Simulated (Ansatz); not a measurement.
Bands of a (5,5) blue phosphorus nanotube, along its axis.

The numbers are results of PBE (plane waves to 420 eV, PAW; Ansatz, a quantum-chemistry and plane-wave program), not measurements. Mesh 1×1×10. No spin polarisation. Periodic along z alone, with about 11 Å of vacuum beside it. A hypothetical model, rolled from the flat sheet. It keeps the symmetry and period of its start, so it need not be a minimum against all distortions.

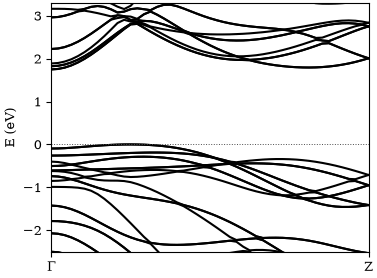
Bands from the zone centre to the zone edge (period 3.30 Å); the dotted line marks the highest filled level

### Question
Is it a metal or a semiconductor at this level? Give what the bands show.

### Answer
A semiconductor in PBE.
```
Quantity                                          Value
--------  ---------------------------------------------
PBE gap   1.75 eV, indirect, from k = 0.125 × 2π/c to Γ
```
